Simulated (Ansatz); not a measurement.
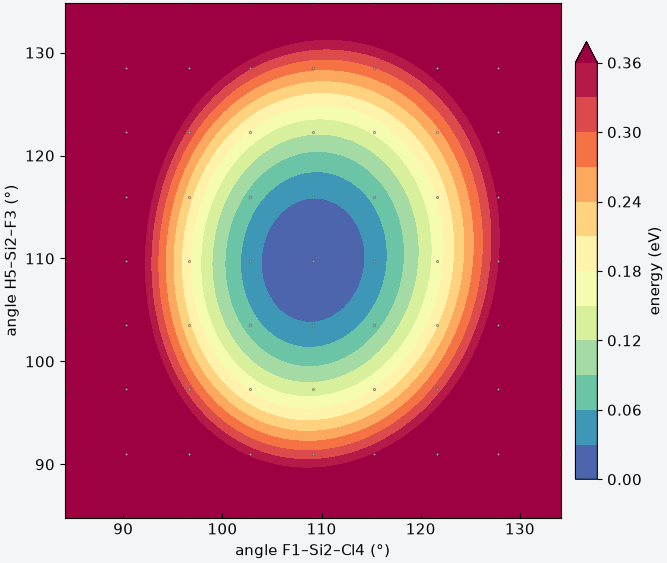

ClF₂HSi, SMILES F[SiH](F)Cl. 
- First axis: angle F1–Si2–Cl4. Second axis: angle H5–Si2–F3.
- Nothing is relaxed (all other coordinates rigid).
- Grid: 9 × 9 points.
- All energies are given in eV relative to the relaxed molecule at the same level.
- Method: Ansatz, RHF-MP2, frozen core/def2-TZVP.

The picture shows filled contours, dots at the grid points, one colour for all values above the top of the scale. Between grid points the surface is interpolated.

> Estimate the position of the minimum and the force constants in these coordinates.

The interpolated minimum is at angle F1–Si2–Cl4 ≈ 109.1°, angle H5–Si2–F3 ≈ 109.8°. The curvatures there are about 7.1 eV/rad² and 5.4 eV/rad², with a cross term of about −0.3 eV/rad². Round the minimum the two coordinates are nearly uncoupled.
